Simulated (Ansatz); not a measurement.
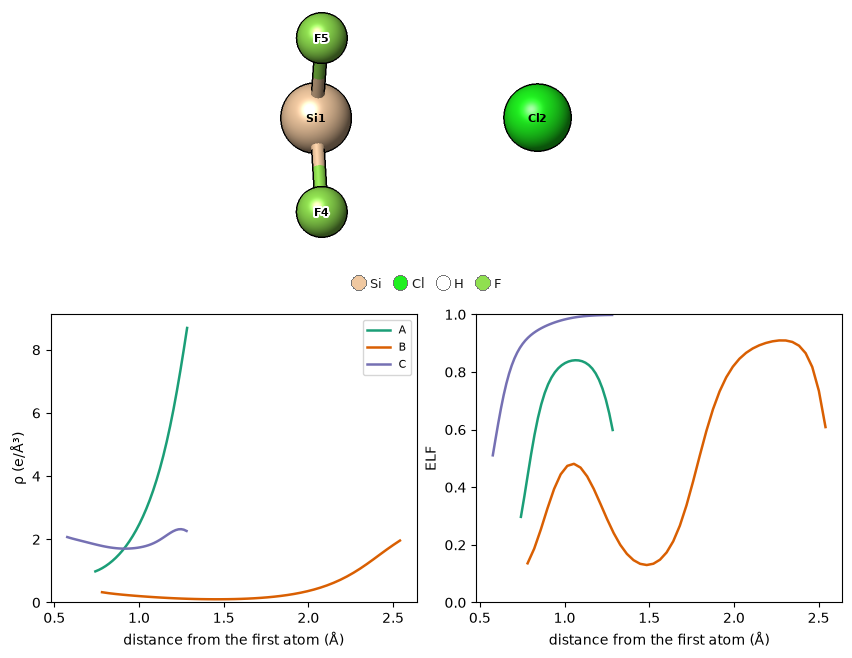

F$_{2}$Si···HCl. Total electron density and electron localisation function along straight lines between neighbouring atoms. The curves leave out the atomic cores. The structure is drawn too.

The product side of a reaction path; geometry: PBE0-D4/def2-TZVP.

Level of theory: RKS PBE0-D4/def2-TZVPP in Ansatz.

```yaml
atoms:
  - { symbol: Si, position_ang: [-0.1427, 0.9340, 0.8874] }
  - { symbol: Cl, position_ang: [0.4817, -1.1130, -1.3929] }
  - { symbol: H, position_ang: [1.4402, -0.4067, -1.8651] }
  - { symbol: F, position_ang: [-1.6845, 0.8751, 0.4448] }
  - { symbol: F, position_ang: [-0.0947, -0.2893, 1.9256] }
```

Which curve belongs to which contact (Cl–H, Si–Cl and Si–F)? The first atom named is at distance zero.

Curve A: Si–F (1.61 Å): ρ is about 1.2 e/Å³ halfway; the ELF peaks at about 0.85 in the valence shell of F, 0.5 Å from its nucleus, and is about 0.50 at the midpoint. Curve B: Si1···Cl2 (3.13 Å): the density falls to about 0.1 e/Å³ on the way; the ELF dips to about 0.15 between them. Curve C: Cl–H (1.28 Å): the density is about 2 e/Å³ at the midpoint; the ELF climbs to about 1 towards the hydrogen, as it does in any bond to H: an ordinary covalent bond to hydrogen.
